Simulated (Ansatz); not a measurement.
**Geometry relaxation, with input and output: AlClF2**

- system: AlClF2
- method: RKS PBE0-D4/def2-TZVP (Ansatz 0.2.0)

Figures and captions count atoms from 1; the log counts them from 0 in places.

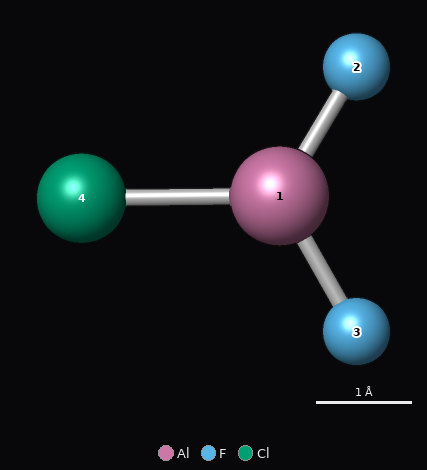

Figure 1. The input geometry (ball-and-stick view, seen on its broad side; atoms are numbered from 1 in the order of the input). Sticks mark near contacts. Bond lengths as drawn: Al–Cl 2.09 Å and Al–F 1.64 Å.

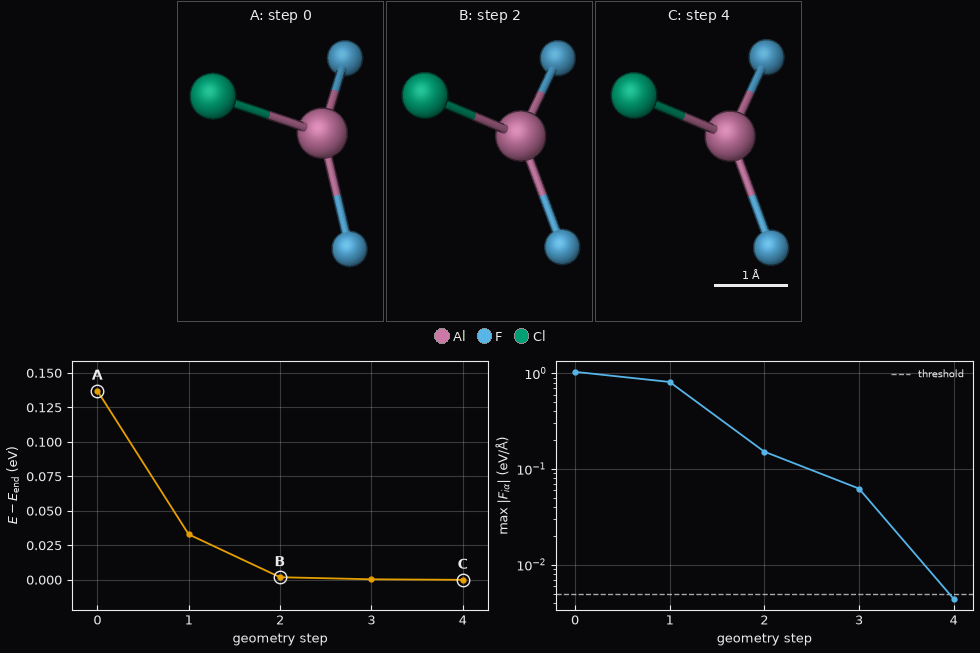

Figure 2. Frames of the relaxation (ball-and-stick view, seen at a tilt) above the curves, on which the letters mark them (the first geometry is step 0 here and step 1 in the log).

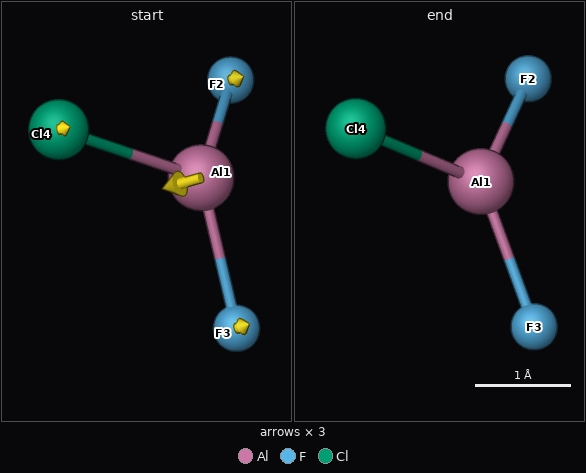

Figure 3. Before (left) and after (right) the relaxation, at one scale (ball-and-stick view, seen at a tilt). The yellow arrows give the displacements, magnified 3 times. Over 4 geometry steps the energy falls by 0.137 eV. Largest force component: 1 eV/Å at the start, 0.0044 eV/Å at the end. The atom that moves furthest after the best rigid fit is Al1 (0.17 Å). By element the largest moves are Al 0.17 Å, F 0.06 Å, Cl 0.05 Å. Among the contacts that change: Al1–Cl4 2.093 → 2.061 Å, Al1–F2 1.641 → 1.631 Å. (Atoms are counted from 1 in the order of the input.)

The input and output of the run follow.

### Input
```yaml
crystal:
  periodic: [false, false, false]
  atoms:
    - {symbol: Al, position_ang: [-0.750519, 0.079528, -0.355537]}
    - {symbol: F, position_ang: [-0.523711, 0.186632, -1.977604]}
    - {symbol: F, position_ang: [-1.699506, -1.135014, 0.208668]}
    - {symbol: Cl, position_ang: [-0.550103, 1.812911, 0.800116]}
basis:
  gaussian: {orbitals: def2-TZVP}
hamiltonian: {xc: pbe0, dispersion: d4}
relax: {f_tol: 0.005, max_steps: 200}
```

Launch command:
```bash
ansatz run in.yaml --threads 4 --pin off --events-out ev --progress --plain --max-ram 9574MiB
```

### The program's output
```
Functional definition: PBE0
  name "PBE0"
  cite "Adamo & Barone, J. Chem. Phys. 110, 6158 (1999) doi:10.1063/1.478522"
  cite "Perdew, Burke & Ernzerhof, Phys. Rev. Lett. 77, 3865 (1996) doi:10.1103/PhysRevLett.77.3865"
  parent pbe
  parameter a = 0.25
  parameter kappa = 0.804
  parameter beta = 0.06672455060314922
  exchange = (1 - a)*pbe_x(kappa = kappa, mu = beta*pi^2/3) + a*exact_x
  correlation = pbe_c(beta = beta)
859 factors; their error is unknown
mean field evaluation 1: about -24545.8404 eV, gradient 5.3e1 eV
mean field evaluation 2: about -24538.6460 eV, gradient 9.0e1 eV
mean field evaluation 4: about -24549.8344 eV, gradient 1.7e0 eV
mean field evaluation 8: about -24549.8411 eV, gradient 1.0e-2 eV
mean field evaluation 16: about -24549.9130 eV, gradient 7.1e-5 eV
mean field -24549.91297725 eV, -902.1926613852 hartree, gradient 3.5e-5 eV, S^2 0.000000; 0 other end points of the search recorded, 0 dependent functions left out
the calculation of the forces begins
reference -24549.91300444 eV, -902.1926623845 hartree; 24, 24 occupied and 112, 112 virtual orbitals, 859 factors
relax step   1: F+E_penalty+E_count = -24549.97922022 eV  Δ(F+E_penalty+E_count) = +0.000e0 eV  max|allowed force component| = 1.037e0 eV/Å  Δτ_max = 0.0000 Å  (27 SCF iters, accepted)
these checks for a lower state are left out or cut short: starts, cluster_reference, orbital_swaps, neighbouring_geometries, increment
859 factors; their error is unknown
mean field -24550.01764046 eV, -902.1965076873 hartree, gradient 1.7e-5 eV, S^2 0.000000; 0 other end points of the search recorded, 0 dependent functions left out
the calculation of the forces begins
reference -24550.01766798 eV, -902.1965086984 hartree; 24, 24 occupied and 112, 112 virtual orbitals, 859 factors
relax step   2: F+E_penalty+E_count = -24550.08338053 eV  Δ(F+E_penalty+E_count) = -1.042e-1 eV  max|allowed force component| = 8.131e-1 eV/Å  Δτ_max = 0.1971 Å  (32 SCF iters, accepted)
these checks for a lower state are left out or cut short: starts, cluster_reference, orbital_swaps, neighbouring_geometries, increment
859 factors; their error is unknown
mean field evaluation 32: about -24550.0481 eV, gradient 2.6e-5 eV
mean field -24550.04809958 eV, -902.1976270393 hartree, gradient 2.6e-5 eV, S^2 0.000000; 0 other end points of the search recorded, 0 dependent functions left out
the calculation of the forces begins
reference -24550.04812728 eV, -902.1976280571 hartree; 24, 24 occupied and 112, 112 virtual orbitals, 859 factors
relax step   3: F+E_penalty+E_count = -24550.11445492 eV  Δ(F+E_penalty+E_count) = -3.107e-2 eV  max|allowed force component| = 1.520e-1 eV/Å  Δτ_max = 0.0310 Å  (28 SCF iters, accepted)
these checks for a lower state are left out or cut short: starts, cluster_reference, orbital_swaps, neighbouring_geometries, increment
859 factors; their error is unknown
mean field -24550.04963200 eV, -902.1976833547 hartree, gradient 1.7e-5 eV, S^2 0.000000; 0 other end points of the search recorded, 0 dependent functions left out
the calculation of the forces begins
reference -24550.04965966 eV, -902.1976843712 hartree; 24, 24 occupied and 112, 112 virtual orbitals, 859 factors
relax step   4: F+E_penalty+E_count = -24550.11595624 eV  Δ(F+E_penalty+E_count) = -1.501e-3 eV  max|allowed force component| = 6.257e-2 eV/Å  Δτ_max = 0.0073 Å  (29 SCF iters, accepted)
these checks for a lower state are left out or cut short: starts, cluster_reference, orbital_swaps, neighbouring_geometries, increment
859 factors; their error is unknown
mean field -24550.05002239 eV, -902.1976977011 hartree, gradient 1.7e-5 eV, S^2 0.000000; 0 other end points of the search recorded, 0 dependent functions left out
the calculation of the forces begins
reference -24550.05005001 eV, -902.1976987162 hartree; 24, 24 occupied and 112, 112 virtual orbitals, 859 factors
relax step   5: F+E_penalty+E_count = -24550.11634675 eV  Δ(F+E_penalty+E_count) = -3.905e-4 eV  max|allowed force component| = 4.415e-3 eV/Å  Δτ_max = 0.0065 Å  (29 SCF iters, accepted)
859 factors; their error is unknown
mean field evaluation 64: about -24550.0500 eV, gradient 8.9e-5 eV
mean field -24550.05002239 eV, -902.1976977011 hartree, gradient 1.7e-5 eV, S^2 0.000000; 1 other end points of the search recorded, 0 dependent functions left out
the calculation of the forces begins
reference -24550.05005001 eV, -902.1976987162 hartree; 24, 24 occupied and 112, 112 virtual orbitals, 859 factors
Total energy: -24550.11637438 eV, -902.2001360919 hartree
Atom 0 at    -0.900048     0.156146    -0.389638 Å, force    -0.000073    -0.000724    -0.000477 eV/Å
Atom 1 at    -0.469636     0.159797    -1.962375 Å, force     0.002345     0.002697    -0.004410 eV/Å
Atom 2 at    -1.643891    -1.160117     0.221034 Å, force    -0.002402    -0.002638     0.004415 eV/Å
Atom 3 at    -0.510265     1.788230     0.806621 Å, force     0.000130     0.000665     0.000472 eV/Å
Dipole moment:     0.019135     0.080233     0.058794 e Å
```

### Trajectory as extended XYZ (Å, eV, eV/Å), 5 frames, from step=1 to step=5
```
4
Properties=species:S:1:pos:R:3:forces:R:3 step=1 energy=-24549.97922
Al   -0.7505    0.0795   -0.3555   -1.0371   0.6786  -0.1476
F    -0.5237    0.1866   -1.9776    0.3028  -0.1885   0.3617
F    -1.6995   -1.1350    0.2087    0.5062   0.0400  -0.0164
Cl   -0.5501    1.8129    0.8001    0.2281  -0.5300  -0.1977
4
Properties=species:S:1:pos:R:3:forces:R:3 step=2 energy=-24550.08338
Al   -0.9181    0.1790   -0.3855    0.0362  -0.6116  -0.3502
F    -0.4639    0.1403   -1.9808   -0.2479   0.1177   0.8131
F    -1.6445   -1.1867    0.2144    0.3211   0.7573  -0.2448
Cl   -0.4974    1.8114    0.8276   -0.1094  -0.2634  -0.2181
4
Properties=species:S:1:pos:R:3:forces:R:3 step=3 energy=-24550.11445
Al   -0.8987    0.1621   -0.3853    0.0000  -0.0019  -0.0012
F    -0.4758    0.1497   -1.9555    0.0623   0.0479  -0.1520
F    -1.6395   -1.1583    0.2081   -0.0771  -0.1088   0.1072
Cl   -0.5099    1.7906    0.8083    0.0149   0.0628   0.0460
4
Properties=species:S:1:pos:R:3:forces:R:3 step=4 energy=-24550.11596
Al   -0.8994    0.1589   -0.3877    0.0020   0.0066   0.0050
F    -0.4726    0.1547   -1.9595    0.0279   0.0251  -0.0626
F    -1.6420   -1.1597    0.2148   -0.0324  -0.0427   0.0496
Cl   -0.5098    1.7902    0.8080    0.0025   0.0109   0.0080
4
Properties=species:S:1:pos:R:3:forces:R:3 step=5 energy=-24550.11635
Al   -0.9000    0.1561   -0.3896   -0.0001  -0.0007  -0.0005
F    -0.4696    0.1598   -1.9624    0.0023   0.0027  -0.0044
F    -1.6439   -1.1601    0.2210   -0.0024  -0.0026   0.0044
Cl   -0.5103    1.7882    0.8066    0.0001   0.0007   0.0005
```

### Results in brief

| quantity | value |
| --- | --- |
| outcome | converged |
| total energy | −24550.1164 eV |
| mean-field energy | −24550.0501 eV |
| dispersion energy | −0.0663 eV |
| SCF solution under orbital rotations | stable |
| largest force (length of the vector) at the end | 0.006 eV/Å |
| dipole moment | 0.49 D |
| hardware | 4 threads of Arm Neoverse V1, 23 GiB of memory available, shared host |
| wall time | 6.5 s (CPU time 24 s) |
| peak memory | 0.46 GiB |
